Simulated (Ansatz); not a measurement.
The reference is MgS in the rock salt structure (space group Fm-3m, No. 225; a = 5.1820 Å).

The change: hydrostatic tension (pressure −2 GPa).

All numbers come from DFT with PBEsol, PAW potentials and a 420 eV plane-wave cutoff in Ansatz (an electronic-structure program), no SOC.

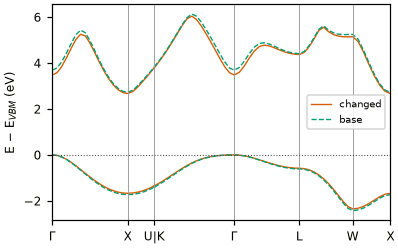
Figure. Highest valence and lowest conduction band along the path, each from its own valence-band maximum

From the figure, how large is the changed gap, and is it direct?

About 2.7 eV, indirect, Γ → X.

Load acts through the strain it causes; cell and atoms are relaxed under it. Whether these cells are dynamically stable was not tested.
